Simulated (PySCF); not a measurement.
**C6H9FO2, SMILES `C=CC1(F)CCOCO1`: what the electrons do**

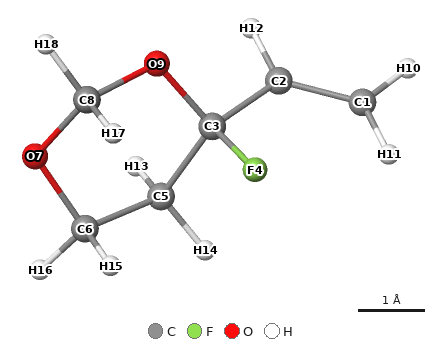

The molecule, with its atoms numbered as below. No frequency check shows the geometry to be a minimum.

Geometry (Å), atoms numbered from 1:

```
C1      -3.0087   -0.1198    0.0781
C2      -1.8739    0.1981    0.6686
C3      -0.5241    0.0780    0.0151
F4      -0.6768    0.0667   -1.3760
C5       0.1784   -1.2361    0.3992
C6       1.6228   -1.1793   -0.1011
O7       2.2480    0.0078    0.3514
C8       1.5644    1.1270   -0.1046
O9       0.2349    1.1879    0.3607
H10     -3.9518   -0.0277    0.5874
H11     -3.0355   -0.4736   -0.9387
H12     -1.8244    0.5714    1.6796
H13      0.1633   -1.3220    1.4860
H14     -0.3583   -2.0734   -0.0446
H15      1.6358   -1.2095   -1.2009
H16      2.2144   -2.0062    0.2937
H17      1.5672    1.1594   -1.2103
H18      2.0640    2.0075    0.3028
```

### 1. Bonding charge

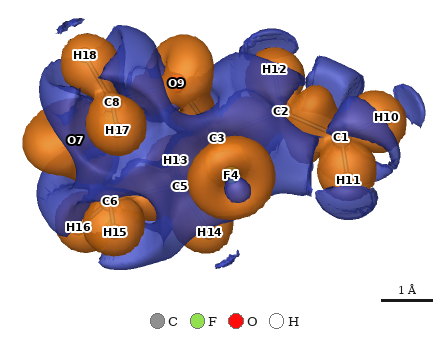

Deformation density (molecule less spherical, spin-averaged free atoms at the same positions), surfaces at ±0.04 e/Å³; orange: gain, blue: loss.

PySCF calculation, TPSSh/6-31+G*, gas phase; geometry: GFN2-xTB.

How much density has each bond gained at its critical point, relative to the free atoms?

Answer. The five largest and four smallest: C8–H18: +0.77 e/Å³ at the bond critical point (bond length 1.09 Å). C8–H17: +0.73 e/Å³ at the bond critical point (bond length 1.11 Å). C6–H16: +0.71 e/Å³ at the bond critical point (bond length 1.09 Å). C1–C2: +0.71 e/Å³ at the bond critical point (bond length 1.32 Å). C1–H11: +0.69 e/Å³ at the bond critical point (bond length 1.08 Å). O7–C8: +0.18 e/Å³ at the bond critical point (bond length 1.39 Å). C8–O9: +0.12 e/Å³ at the bond critical point (bond length 1.41 Å); up to 0.6 Å beside the axis the gain reaches +0.34 e/Å³. C6–O7: +0.08 e/Å³ at the bond critical point (bond length 1.42 Å); up to 0.6 Å beside the axis the gain reaches +0.31 e/Å³. C3–F4: −0.07 e/Å³ at the bond critical point (bond length 1.40 Å); up to 0.6 Å beside the axis the gain reaches +0.20 e/Å³. In all, 4.0 electrons gather in the regions of gain relative to the promolecule. A small or negative value marks a very polar bond, one between electron-rich atoms, whose free-atom densities already overlap strongly, a long bond to a heavier atom, or a closed-shell contact such as a hydrogen bond.

Where do the Hirshfeld charges lie?

Answer. The highest Hirshfeld charge is on C3 (+0.15 e), the lowest on O7 (−0.17 e).

### 2. Bond critical points

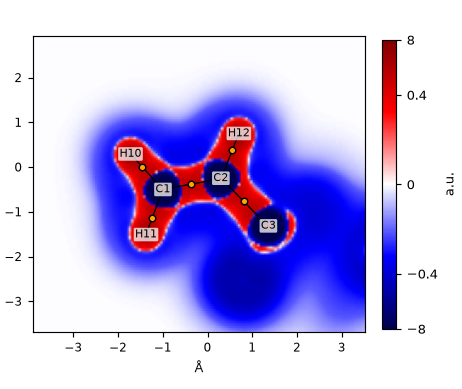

Negative Laplacian of the density (−∇²ρ) in the plane of C1, C2, C3, H10, H11 and H12 (red positive, blue negative, colour scale in a.u., logarithmic beyond ±0.04), with bond paths and bond critical points (dots).

Sort the bonds in the plane by the sign of ∇²ρ at their critical points.

Answer. Concentrated (∇²ρ < 0): C1–C2 (−1.06 a.u.); C1–H11 (−1.02 a.u.); C1–H10 (−1.01 a.u.); C2–H12 (−1.01 a.u.); C2–C3 (−0.70 a.u.). At none is it depleted.

Where along C1–H11 does the critical point lie?

Answer. 0.69 Å from C1 and 0.39 Å from H11.

### 3. Local ionisation energy

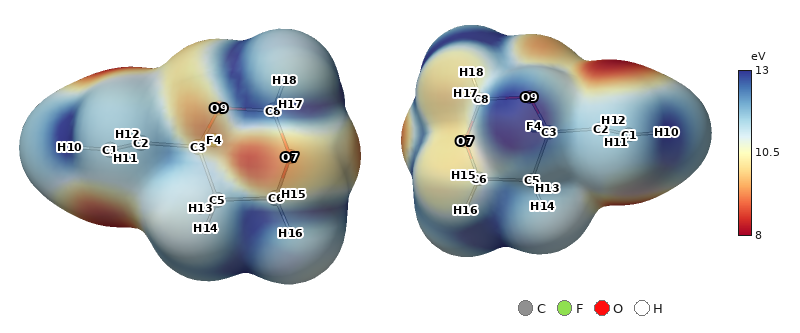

Average local ionisation energy on the surface of electron density 0.001 a.u. (back view left, front view right).

Locate the minima of the map.

Answer. The lowest value is 8.1 eV, off the C1–C2 bond (2.2 Å from its atoms). Further minima include 8.2 eV, over C1, off the plane of its three bonds (2.1 Å); 8.9 eV, 1.9 Å from O7; 9.3 eV, 1.9 Å from O7. For comparison, the highest occupied orbital lies at −7.0 eV.

### 4. Excited states

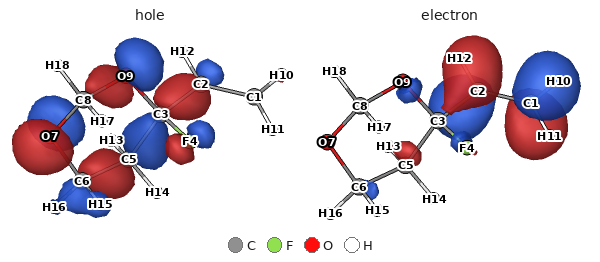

Leading natural transition orbital pair of S₁ (TDA singlet states); the surfaces enclose about 70 % of each orbital's density.

Level of theory: PBE0/6-31G* (PySCF), at a geometry from GFN2-xTB. Without diffuse functions Rydberg states are missing, so the states' numbers hold for this basis only.

Characterise the state.

Answer. 6.85 eV (181 nm), f = 0.023, charge transfer, whose energy this functional puts too low; the leading pair carries 100 %; hole on O7 (33 %), O9 (17 %) and C5 (11 %), electron on C1 (37 %), C2 (32 %) and C3 (6 %); their centroids lie 2.9 Å apart. In canonical orbitals it is mainly HOMO → LUMO (74 %). The HOMO–LUMO gap is 7.87 eV.

### 5. Removing or adding an electron

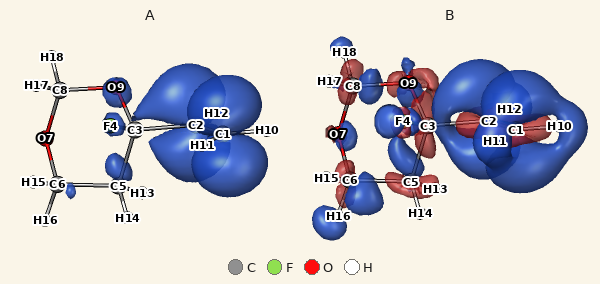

The Fukui function f⁺ from two separate SCF calculations and the density of the LUMO, at ±0.02 e/Å³ (blue positive, red negative).

Method: PBE/6-31G*; geometry: GFN2-xTB; program: PySCF.

Which panel is which, and how good is the frozen-orbital picture?

Answer. B is f⁺ (it has negative regions), A the LUMO density. The LUMO lies on C1 (38 %), C2 (34 %) and C3 (6 %); f⁺ (Hirshfeld-condensed) is largest on C1 (0.21) and C2 (0.17); the vertical electron affinity is −2.41 eV (the stability of the anion's solution wasn't checked; negative, but this basis has no diffuse functions, so it doesn't show that the anion is unbound). Relaxation shifts 37 % of the electron between atoms. The orbital energy is −0.69 eV.

### 6. Magnetic shielding

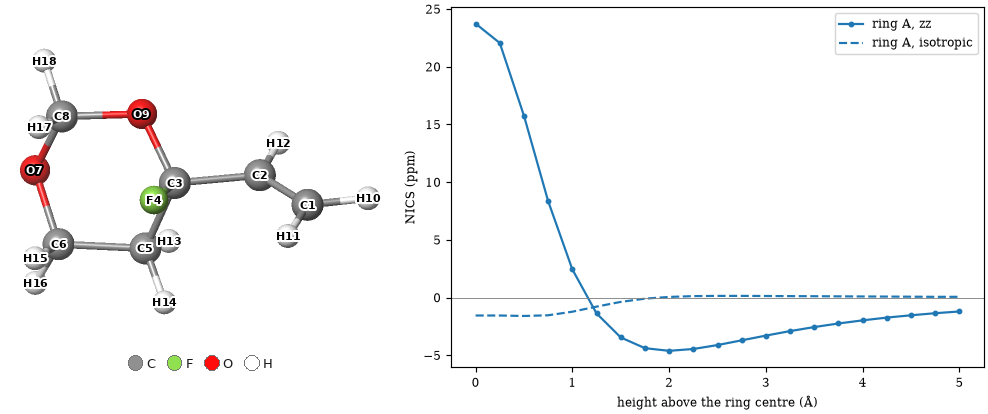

GIAO NICS scans along the ring normals; ring A: 6-membered ring C3/C5/C6/O7/C8/O9.

Computed with PySCF, HF/6-31G*, geometry: GFN2-xTB.

What does each scan say about the ring current?

Answer. Ring A is neither clearly shielded nor deshielded above its centre; its σ bonds alone give such values, so they don't measure π aromaticity: NICSzz reaches +23.7 ppm at 0.00 Å; NICS(0) = −1.6, NICS(1) = −1.2 and −0.6, NICS(1)zz = +2.4 and +3.4 (two faces) ppm.
